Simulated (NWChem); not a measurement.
# [PH4]+ (phosphonium): S12g/x2c-TZVPall (ZORA)

What is the electrostatic solvation energy at fixed shape (COSMO, dmso) of [PH4]+ (phosphonium) at S12g/x2c-TZVPall (ZORA)? 

The calculation is run with NWChem 7.3.0.

2 further runs of the same task are left out: 1 that didn't finish, 1 set aside as unsound or not needed.

## Step 1: The system as given

[PH4]+: 5 atoms, total charge +1, spin state singlet. SMILES: `[PH4+]`. Geometry: relaxed at GFN2-xTB.

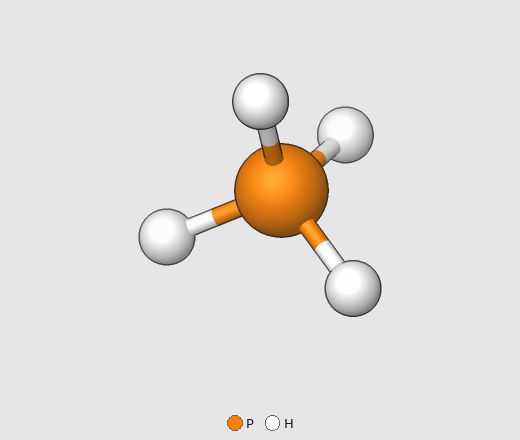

The structure, seen from a chosen angle (phosphorus orange, hydrogen white).

## Step 2: The charge distribution at S12g/x2c-TZVPall (ZORA)

File h4p.xyz:

```xyz
5
phosphonium
P     -0.000020     0.000000     0.000050
H      1.357460    -0.061330     0.210450
H     -0.617320    -1.016050     0.691010
H     -0.261860    -0.133750    -1.343340
H     -0.478250     1.211140     0.441830
```

File h4p.nw:

```
start h4p
title "phosphonium"
memory 2200 mb
charge 1

geometry noautosym nocenter noautoz
  load h4p.xyz
end

basis spherical bse
  P library x2c-TZVPall
  H library x2c-TZVPall
end

relativistic
  zora on
end

dft
  xc s12g
  grid fine
  direct
  print medium
end

property
  electrondensity
  esp
  dipole
  efield
  quadrupole
  moldenfile
  molden_norm janpa
end

task dft property
```

Started as:

```console
$ nwchem h4p.nw > h4p.out
```

Standard output:

```text
[...]
          Wavefunction type:  closed shell.
          No. of atoms     :     5
          No. of electrons :    18
[...]
          Charge           :     1
          Spin multiplicity:     1
[...]
          AO basis - number of functions:    61
[...]
              XC Information
              --------------
                         S12g Method XC Functional
                        Slater Exchange Functional  1.038 local
                S12g(GGA-part) Exchange Functional  1.000 non-local
            Perdew 1991 LDA Correlation Functional  1.000 local
           PerdewBurkeErnz. Correlation Functional  1.000 non-local
[...]
 d= 0,ls=0.0,diis     1   -344.4865204803 -3.69D+02  1.86D-02  4.95D+00     3.5
[...]
 d= 0,ls=0.0,diis     7   -344.6511554764 -2.95D-09  9.08D-08  4.20D-11     7.9
[...]
         Total DFT energy =     -344.651155476360
      One electron energy =     -518.676763227244
           Coulomb energy =      174.089212489497
    Exchange-Corr. energy =      -24.566946633208
 Nuclear repulsion energy =       24.503796918128
    Dispersion correction =       -0.000455023534
[...]
   Dipole moment        0.0000772395 Debye(s)
             DMX       -0.0000633235 DMXEFC        0.0000000000
             DMY       -0.0000370645 DMYEFC        0.0000000000
             DMZ       -0.0000241309 DMZEFC        0.0000000000
   -EFC- dipole         0.0000000000 DEBYE(S)
   Total dipole         0.0000772395 DEBYE(S)
[...]
```

Run time: 8.7 s. Hardware: 1 thread of Intel Xeon 6975P-C (Granite Rapids), shared host; peak memory 0.2 GiB.

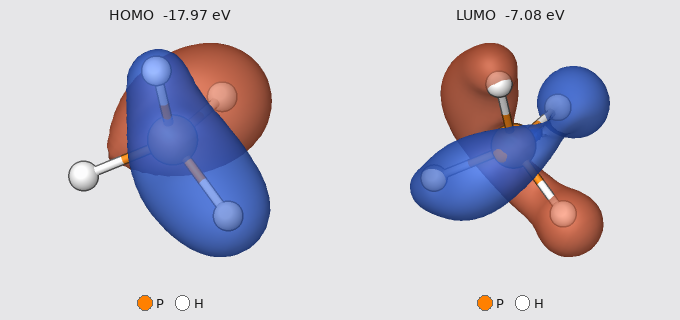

Frontier orbitals of this run, surfaces at ±0.2 Å^-3/2.

## Step 3: The charge distribution at S12g/x2c-TZVPall (ZORA, COSMO dmso)

File h4p.nw:

```
start h4p
title "H4P properties"
memory stack 880 mb heap 220 mb global 1100 mb
charge 1

geometry noautosym nocenter
  zmatrix
    P
    H 1 r2
    H 1 r3 2 a3
    H 1 r4 2 a4 3 d4
    H 1 r5 2 a5 4 d5
  variables
    r2 1.375057
    r3 1.375079
    a3 109.47152
    r4 1.375189
    a4 109.45733
    d4 -120.00612
    r5 1.375039
    a5 109.4797
    d5 -119.99432
  end
end

basis "ao basis" spherical bse
  * library x2c-TZVPall
end

relativistic
  zora on
end

cosmo
  solvent dmso
end

dft
  xc s12g
  grid fine
  direct
end

property
  electrondensity
  esp
  dipole
  efield
  quadrupole
  moldenfile
  molden_norm janpa
end

task dft property
```

Started as:

```console
$ nwchem h4p.nw > h4p.out
```

Standard output:

```text
[...]
          Wavefunction type:  closed shell.
          No. of atoms     :     5
          No. of electrons :    18
[...]
          Charge           :     1
          Spin multiplicity:     1
[...]
          AO basis - number of functions:    61
[...]
              XC Information
              --------------
                         S12g Method XC Functional
                        Slater Exchange Functional  1.038 local
                S12g(GGA-part) Exchange Functional  1.000 non-local
            Perdew 1991 LDA Correlation Functional  1.000 local
           PerdewBurkeErnz. Correlation Functional  1.000 non-local
[...]
 d= 0,ls=0.0,diis     1   -344.4865198515 -3.69D+02  1.86D-02  4.95D+00     3.4
[...]
 d= 0,ls=0.0,diis     5   -344.7700587192 -3.65D-08  7.37D-07  4.60D-09    11.7
[...]
         Total DFT energy =     -344.770058719235
      One electron energy =     -514.412304610699
           Coulomb energy =      174.001125646863
    Exchange-Corr. energy =      -24.561194852906
 Nuclear repulsion energy =       24.503801109814
    Dispersion correction =       -0.000455023129
[...]
   Dipole moment        0.0349042598 Debye(s)
             DMX       -0.0069908111 DMXEFC      -33.6286498793
             DMY       -0.0000554802 DMYEFC       -9.8496127937
             DMZ       -0.0341969712 DMZEFC      -13.1327407578
   -EFC- dipole        37.4215157991 DEBYE(S)
   Total dipole        37.4398255728 DEBYE(S)
[...]
```

Run time: 13 s. Hardware: 1 thread of Intel Xeon 6975P-C (Granite Rapids), shared host; peak memory 0.12 GiB.

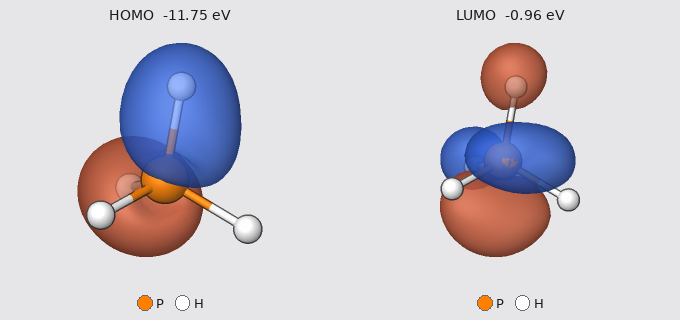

Frontier orbitals of this run, surfaces at ±0.2 Å^-3/2.

## Step 4: What came out

At S12g/x2c-TZVPall (ZORA):

| quantity | value |
| --- | --- |
| gas phase: total energy | -344.65116 Eh |
| gas phase: HOMO energy | -17.97 eV |
| gas phase: LUMO energy | -7.08 eV |
| gas phase: HOMO–LUMO gap | 10.89 eV |
| gas phase: dispersion energy | -1.19 kJ/mol |
| COSMO, dmso: total energy | -344.77006 Eh |
| COSMO, dmso: HOMO energy | -11.75 eV |
| COSMO, dmso: LUMO energy | -0.96 eV |
| COSMO, dmso: HOMO–LUMO gap | 10.79 eV |
| COSMO, dmso: dispersion energy | -1.19 kJ/mol |
| COSMO, dmso: solvent term in the energy | -312.2 kJ/mol |
| energy change from gas to solvent at fixed shape | -3.236 eV |

What this shows: The solvent model (COSMO, dmso) lowers the energy by 3.24 eV (−312 kJ/mol) at the same shape. It holds the electrostatic part alone, without cavity or dispersion terms.
